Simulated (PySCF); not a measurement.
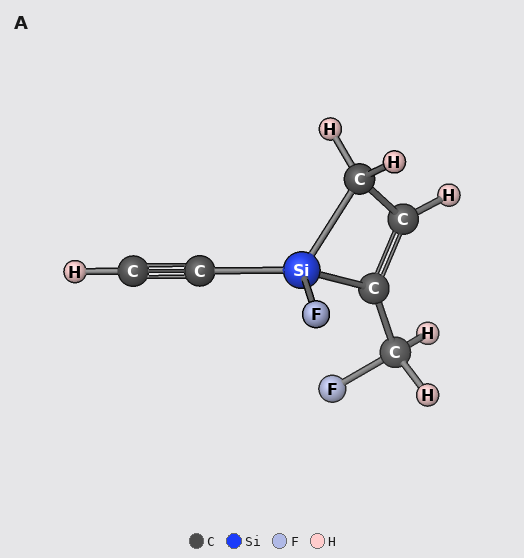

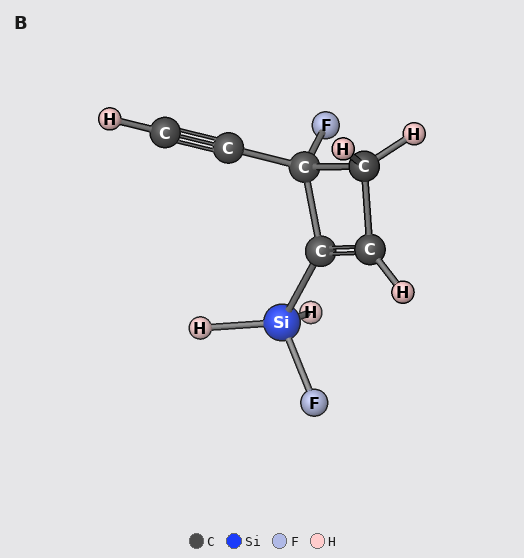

2 stationary structures of one formula. Geometries: GFN2-xTB. Electronic energies: CAM-B3LYP/def2-SVPD (PySCF 2.14.0), without zero-point energy. No frequency run is at hand to confirm each as a minimum. Each is one conformer, not always the lowest.

Which is lowest in energy, and by how much?

Answer. A is lowest; B lies 23.0 kcal/mol above it. A is `C#C[Si@]1(F)CC=C1CF`, B is `C#C[C@@]1(F)CC=C1[SiH2]F`.

The geometry is semi-empirical. Around Si such bond lengths and angles can be off by a tenth of an ångström or more and by several degrees, and values that hang on the shape move with them.
